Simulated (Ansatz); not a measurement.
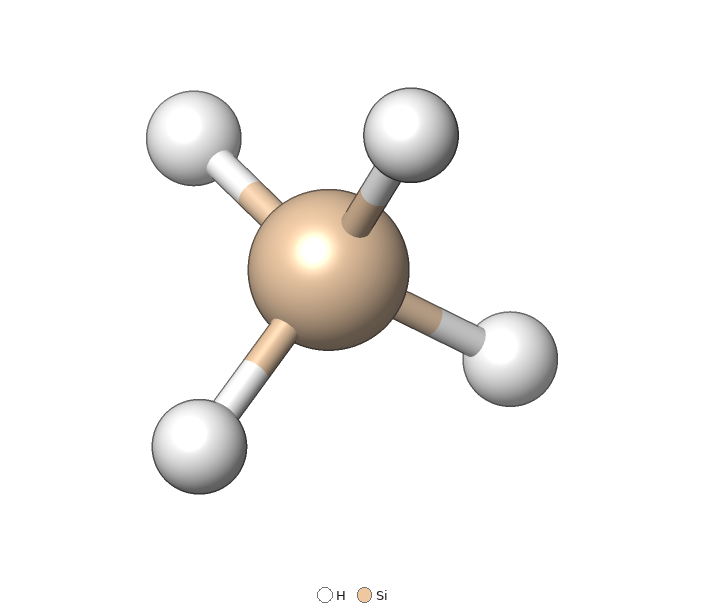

A ball-and-stick model of a molecule. Every bond is drawn as one stick, whatever its order.

Which formula does it have?

Answer. SiH₄, 5 atoms: 1 silicon and 4 hydrogen.

How many atoms are distinct by symmetry?

Answer. 2: 4 H, 1 Si.

Give the symmetry (Schoenflies symbol).

Answer. Td.

How many bonds of each kind are drawn?

Answer. 4 Si–H. Sticks follow a distance rule.

More results for the same structure follow; atom numbers are the same in all pictures, views and colours differ. The geometry was computed by an optimisation with PBE0-D4/def2-TZVP.

Shape

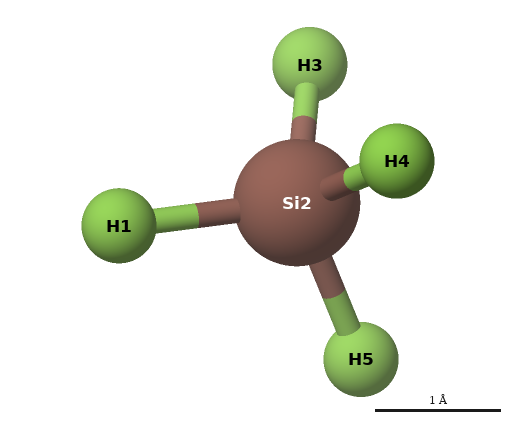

Numbered structure.

Estimate the angles H1–Si2–H3.

| angle | degrees |
| --- | --- |
| H1–Si2–H3 | 109.5 |

Electronic properties

Properties computed with RKS PBE0-D4/def2-TZVPP (Ansatz 0.2.0).

Predict the main results.

- HOMO energy (Kohn–Sham orbital): −9.86 eV
- LUMO energy (Kohn–Sham orbital): 1.06 eV
- HOMO–LUMO gap: 10.92 eV

Vibrations

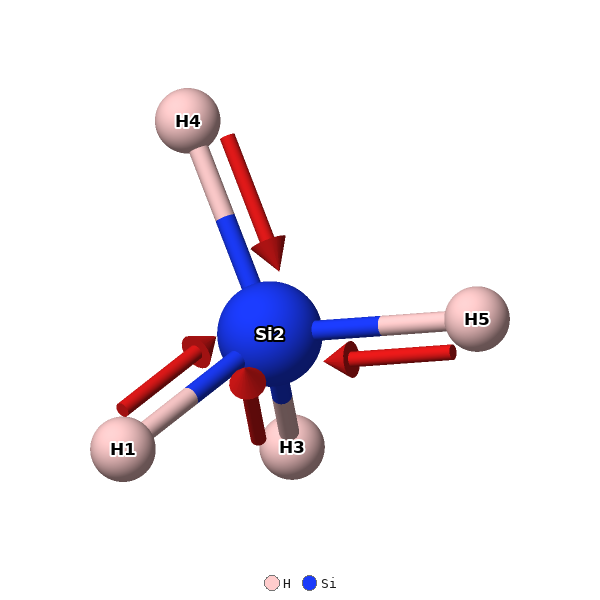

The arrows show one normal mode. Harmonic vibrations computed with RKS PBE0-D4/def2-TZVP (Ansatz 0.2.0) at a stationary point of the same level.

Describe the motion.

Answer. Mostly in-phase stretching of 4 Si–H bonds.

Estimate its harmonic wavenumber.

Answer. 2236 cm⁻¹; it is mode 6 of 9 counted from the lowest.

Thermal motion

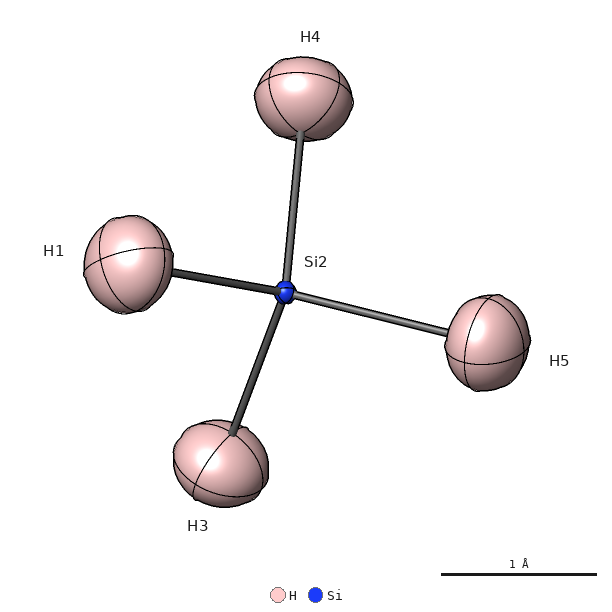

Displacement ellipsoids at the 50 % level, enlarged 2 times, from the internal vibrations of the free molecule (harmonic, no overall translation or rotation; no half-axis is drawn under 0.075 Å). Vibrations computed with RKS PBE0-D4/def2-TZVP (Ansatz 0.2.0). Temperature: 0 K (zero-point motion alone).

List U_eq and the three principal root-mean-square amplitudes for each kind of atom.

```
          atom  U_eq (Å²)   rms amplitudes (Å)
H1, H3, H4, H5     0.0095  0.085, 0.103, 0.103
           Si2    0.00007  0.008, 0.008, 0.008
```
